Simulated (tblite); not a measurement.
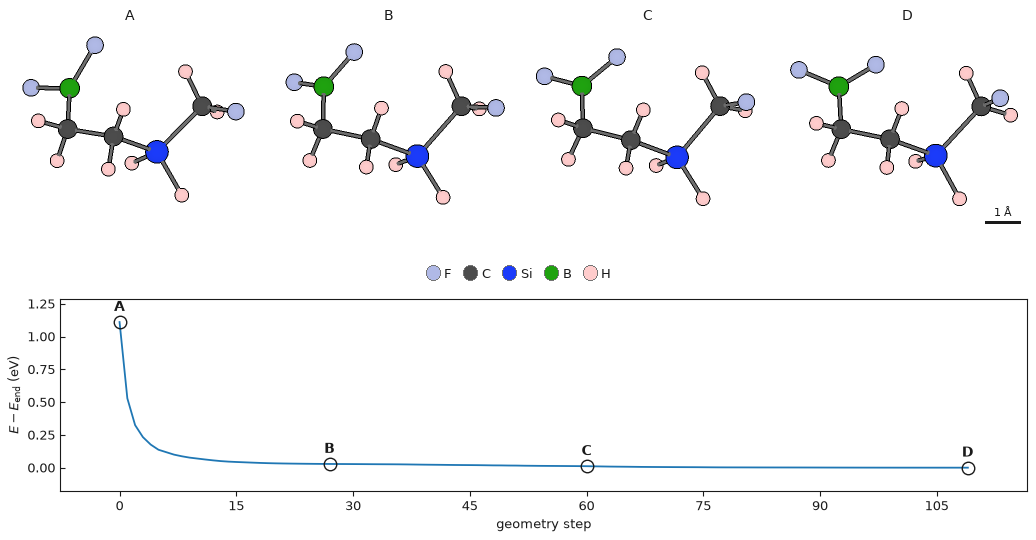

Frames of a relaxation of C3H8BF3Si, marked on the history of the run. Style: ball-and-stick. Shown from a free direction.

Theory: GFN2-xTB geometry optimisation, gas phase in tblite 0.8.0. 

> What happens along the run?

The atom that moves furthest after the best rigid fit is an F atom (0.83 Å). Largest moves by element: F 0.83 Å, H 0.64 Å, B 0.24 Å, Si 0.18 Å, C 0.15 Å. Near-neighbour distances that change, for instance: B–F 1.470 → 1.318 Å, B–F 1.439 → 1.319 Å, C–Si 1.849 → 1.910 Å, C–H 1.131 → 1.091 Å. Among the angles between lasting bonds that change: Si–C–C 105.9° → 114.2°, C–B–F 115.0° → 122.7°, C–C–H 115.6° → 108.7°. Groups turn about B–C by about 35°, C–Si by about 25°. The energy falls by 1.110 eV in 109 geometry steps. Cost: 1.2 s on 1 thread of Arm Neoverse N1 (shared host). From step 0 to 27: an H atom moves most (0.21 Å), energy −1.082 eV. From step 27 to 60: an F atom moves most (0.41 Å), energy −0.017 eV. From step 60 to 109: an F atom moves most (0.36 Å), energy −0.011 eV.
